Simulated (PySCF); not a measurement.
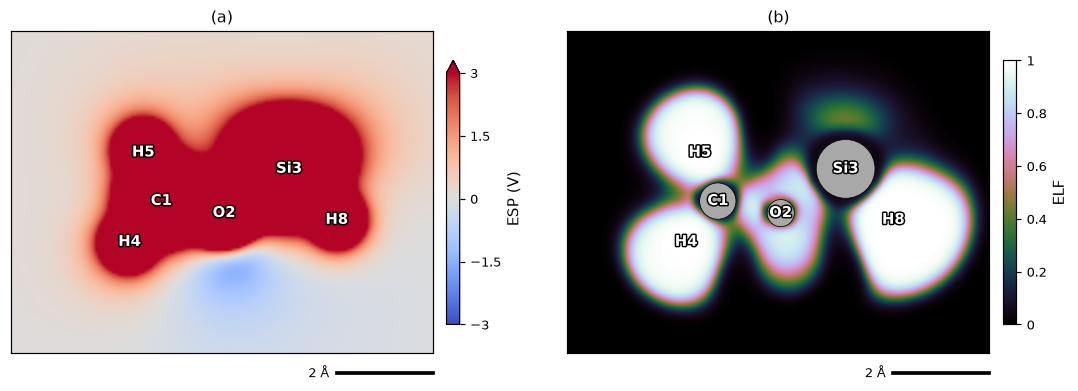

*CH₅OSi (SMILES [CH2]O[SiH3]) (doublet). (a) molecular electrostatic potential; (b) ELF on the plane of atoms O2, Si3 and H8. Grey discs cover the atomic cores in the ELF map.*

Geometry: GFN2-xTB.

Computed with UKS B3LYP, pcH-1 on C H O Si, non-relativistic, mean-field spin-orbit, GIAO (PySCF).

```xyz
8

C     1.4886   -0.3443    0.2799
O     0.1805   -0.4546    0.4914
Si   -1.1507    0.2329   -0.1497
H     2.1289   -0.9527    0.8870
H     1.8726    0.3254   -0.4648
H    -1.1168    1.6887    0.0242
H    -1.2355   -0.0444   -1.5872
H    -2.1584   -0.4416    0.6501
```

**Read the bonding off the picture.**

The plane passes through C, O, Si and H nuclei. C–O (1.33 Å): the ELF peaks at about 0.90 between the atoms (a shared but strongly polarised pair). Si–O (1.63 Å): the ELF peaks at about 0.85 between the atoms: a shared but strongly polarised pair. C–H (1.07 Å): the ELF climbs to about 1 towards the hydrogen, as it does in any bond to H; an ordinary covalent bond to hydrogen. Si–H (1.45 Å): the ELF climbs to about 1 towards the hydrogen. The ELF also peaks beside O2, away from the bonds: non-bonding electrons, paired or unpaired. Outside the dense part of the molecule the potential is most negative (−1.4 V) near O2.
